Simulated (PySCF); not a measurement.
**CCSDT(Q)/STO-6G run of BH2F (SMILES [H]B([H])F)**

What is the energy change on altering one bond length of BH2F at CCSDT(Q)/STO-6G? The job is set up through a Python script.

The results are computed with PySCF 2.14.0.

9 further runs of the same task are left out: 9 set aside as unsound or not needed.

## Step 1: The structure to begin with

The species is BH2F (4 atoms), meant as a singlet with charge 0. SMILES: `[H]B([H])F`. The shape is that of a GFN2-xTB optimisation.

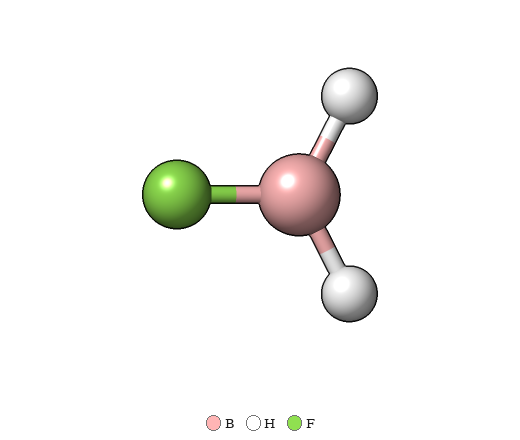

The structure, seen from a chosen angle (boron pink, hydrogen white, fluorine green).

## Step 2: A single-point energy at CCSDT(Q)/STO-6G

File input.py:

```python
from pyscf import gto, cc

mol = gto.M(
    atom=[
    ('B', (0.029990, 0.049200, 0.000600)),
    ('H', (1.198420, -0.033970, 0.015630)),
    ('H', (-0.578270, 1.050180, -0.019450)),
    ('F', (-0.650140, -1.065400, 0.003230)),
],
    spin=0,
    basis='sto-6g',
    verbose=4,
    max_memory=1860,
)

mf = mol.RHF()
mf.conv_tol = 1e-10
mf.kernel()
if not mf.converged:
    mf = mf.newton().run(mf.mo_coeff, mf.mo_occ)

mycc = cc.CCSDT(mf, frozen=2)
mycc.kernel()
e_bracket, e_q = mycc.ccsdt_q()
etot = mycc.e_tot + e_q
print('E = %.10f Eh' % etot)
```

Started as:

```console
OMP_NUM_THREADS=1 python input.py
```

Output:

```text
PySCF version 2.14.0

[INPUT] num. atoms = 4
[INPUT] num. electrons = 16
[INPUT] charge = 0
[INPUT] spin (= nelec alpha-beta = 2S) = 0
[INPUT] symmetry False subgroup None
[INPUT] Mole.unit = angstrom
[INPUT] Symbol           X                Y                Z      unit          X                Y                Z       unit  Magmom
[INPUT]  1 B      0.029990000000   0.049200000000   0.000600000000 AA    0.056672886476   0.092974525329   0.001133835675 Bohr   0.0
[INPUT]  2 H      1.198420000000  -0.033970000000   0.015630000000 AA    2.264685582201  -0.064193996451   0.029536419327 Bohr   0.0
[INPUT]  3 H     -0.578270000000   1.050180000000  -0.019450000000 AA   -1.092771926052   1.984552581496  -0.036755173123 Bohr   0.0
[INPUT]  4 F     -0.650140000000  -1.065400000000   0.003230000000 AA   -1.228586542625  -2.013314213112   0.006103815382 Bohr   0.0

nuclear repulsion = 27.5083481838548
number of shells = 8
number of NR pGTOs = 72
number of NR cGTOs = 12
basis = sto-6g
ecp = {}

[... 37 lines left out ...]
converged SCF energy = -124.785265133993
[... 16 lines left out ...]
WARN: A large `blksize` is being used, which may cause large memory consumption
[... 3 lines left out ...]
WARN: A large `blksize_oovv` is being used, which may cause large memory consumption
[... 3 lines left out ...]
WARN: A large `blksize_oooo` is being used, which may cause large memory consumption
[... 13 lines left out ...]
Init t2, MP2 energy = -124.846401585608  E_corr(MP2) -0.061136451615
[... 14 lines left out ...]
RCCSDT converged
[... 5 lines left out ...]
E = -124.8673738927 Eh
```

It took 1 s on 1 thread of Intel Xeon Platinum 8488C (Sapphire Rapids), shared host; peak memory 0.12 GiB.

## Step 3: The distorted shape at the same level

File run.py:

```python
from pyscf import gto, scf, cc

system = gto.Mole()
system.atom = '''
B      0.286596    -0.285398     0.008714
H      2.494609    -0.442566     0.037116
H     -1.092772     1.984553    -0.036755
F     -0.998664    -2.391687     0.013684
'''
system.charge = 0
system.unit = 'bohr'
system.basis = 'sto-6g'
system.verbose = 3
system.max_memory = 1860
system.build()

mf = scf.RHF(system)
mf.conv_tol = 1e-10
mf.kernel()
if not mf.converged:
    mf = mf.newton().run(mf.mo_coeff, mf.mo_occ)

mycc = cc.CCSDT(mf, frozen=2)
mycc.kernel()
e_bracket, e_q = mycc.ccsdt_q()
energy = mycc.e_tot + e_q
print('E = %.10f Eh' % energy)
```

Started as:

```console
OMP_NUM_THREADS=1 python run.py
```

Output:

```text
converged SCF energy = -124.757021765319
_make_eris_incore_RCCSDT

WARN: A large `blksize` is being used, which may cause large memory consumption
      for storing contraction intermediates. If memory is sufficient, consider using
      `pyscf.cc.rccsdt_highm.RCCSDT` instead.

WARN: A large `blksize_oovv` is being used, which may cause large memory consumption
      for storing contraction intermediates. If memory is sufficient, consider using
      `pyscf.cc.rccsdt_highm.RCCSDT` instead.

WARN: A large `blksize_oooo` is being used, which may cause large memory consumption
      for storing contraction intermediates. If memory is sufficient, consider using
      `pyscf.cc.rccsdt_highm.RCCSDT` instead.

RCCSDT converged
E(RCCSDT) = -124.8477872826996   E_corr = -0.09076551738082959
E_corr(same-spin) = -0.0116399243324238
E_corr(oppo-spin) = -0.0791255930484058
_make_eris_incore_RCCSDT
E = -124.8477455471 Eh
```

It took 1 s on 1 thread of Intel Xeon Platinum 8488C (Sapphire Rapids), shared host; peak memory 0.1 GiB.

## Step 4: Results

At CCSDT(Q)/STO-6G, 2 core orbitals frozen:

| quantity | value |
| --- | --- |
| first shape: total energy | -124.86737 Eh |
| first shape: dipole moment (Hartree–Fock density) | 0.25 D |
| first shape: HOMO energy (Hartree–Fock orbitals) | -11.23 eV |
| first shape: LUMO energy (Hartree–Fock orbitals) | 7.33 eV |
| first shape: HOMO–LUMO gap (Hartree–Fock orbitals) | 18.56 eV |
| first shape: correlation energy (2 core orbitals frozen) | -82.1 mEh |
| first shape: T1 diagnostic | 0.020 |
| distorted shape: total energy | -124.84775 Eh |
| distorted shape: dipole moment (Hartree–Fock density) | 0.23 D |
| distorted shape: HOMO energy (Hartree–Fock orbitals) | -10.53 eV |
| distorted shape: LUMO energy (Hartree–Fock orbitals) | 7.37 eV |
| distorted shape: HOMO–LUMO gap (Hartree–Fock orbitals) | 17.89 eV |
| distorted shape: correlation energy (2 core orbitals frozen) | -90.7 mEh |
| distorted shape: T1 diagnostic | 0.020 |
| energy change with the B1–H3 bond stretched from 1.171 to 1.406 Å | 0.534 eV |

With the B1–H3 bond stretched from 1.171 to 1.406 Å the energy rises by 0.53 eV (51.5 kJ/mol). The first shape isn't relaxed at this level, so the change isn't measured from a minimum. The minimal basis adds a large error of its own. Mulliken charges (distorted shape) of the mean-field density run from -0.19 on F4 to +0.36 on B1.
